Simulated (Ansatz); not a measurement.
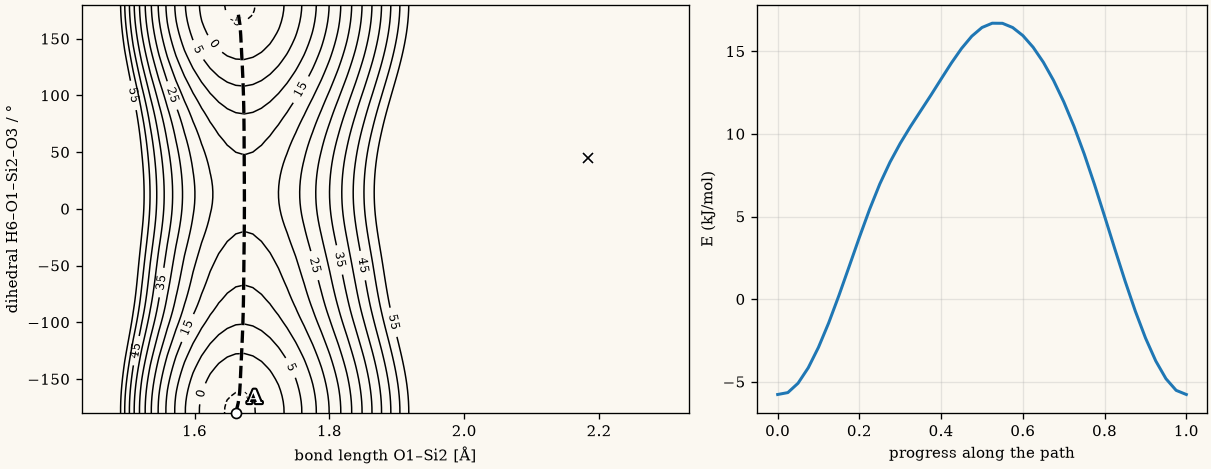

ClH2O2SSi, SMILES O[Si](O)([S])Cl, spin multiplicity 2. First axis: bond length O1–Si2. Second axis: dihedral H6–O1–Si2–O3. Nothing is relaxed (all other coordinates rigid). The scan uses a 7 × 8 grid. At 1 point there is no value. Energies are in kJ/mol, from the lowest grid point. Level of theory: UKS PBE-D4/def2-SVP (Ansatz).

In the figure: contour lines labelled in kJ/mol (none above 55), crosses at grid points without a value, a line along the lowest path, the energy along the path at the right, the start A. Between grid points the surface is interpolated.

Question: Describe the path and its barrier.

Answer: The easiest path leads from the well at about bond length O1–Si2 = 1.66 Å, dihedral H6–O1–Si2–O3 = −180° to its copy one period on. Its highest point lies about 22 kJ/mol above the bottom of the first well on the interpolated surface, at about bond length O1–Si2 = 1.67 Å, dihedral H6–O1–Si2–O3 = 10°. The start is the relaxed structure and all else is held, so a fully relaxed path at this level can only be lower.
